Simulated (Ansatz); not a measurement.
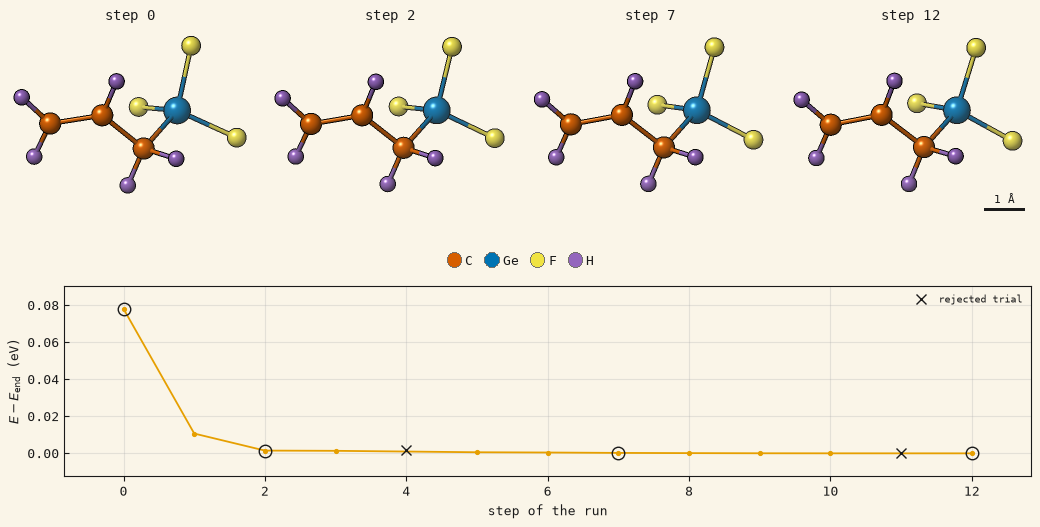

Frames of a relaxation of C3H5F3Ge, marked on the history of the run. A ball-and-stick model, seen at a tilt.

The start comes from PBE-D4/def2-SVP.

Theory: RKS PBE0-D4/def2-TZVP in Ansatz 0.2.0. Settings: force threshold 0.005 eV/Å; at most 150 steps.

Question: What happens along the run?

Answer: The energy falls by 0.078 eV in 10 accepted moves (12 points after the start). Largest force component: 0.78 eV/Å at the start, 0.0046 eV/Å at the end. The line search rejected the trial steps at points 4, 11 of the run. The atom that moves furthest after the best rigid fit is an F atom (0.15 Å). Largest moves by element: F 0.15 Å, H 0.08 Å, C 0.04 Å, Ge 0.02 Å. Among the contacts that change: F–Ge 1.740 → 1.713 Å, C–Ge 1.953 → 1.931 Å, C–C 1.345 → 1.325 Å, C–H 1.103 → 1.085 Å. From step 0 to 2: an F atom moves most (0.05 Å), energy −0.077 eV. From step 2 to 7: F atoms move most (0.06 Å), energy −0.001 eV. From step 7 to 12: an F atom moves most (0.05 Å), energy 0.000 eV.

```tsv
step	E − E(0), eV	largest force component, eV/Å	note
0	0.0000	0.7798	
1	-0.0674	0.3505	
2	-0.0766	0.0523	
3	-0.0767	0.0440	
4	-0.0763	0.0815	rejected
5	-0.0775	0.0075	
6	-0.0776	0.0134	
7	-0.0778	0.0195	
8	-0.0779	0.0229	
9	-0.0780	0.0255	
10	-0.0780	0.0196	
11	-0.0780	0.0205	rejected
12	-0.0781	0.0046
```
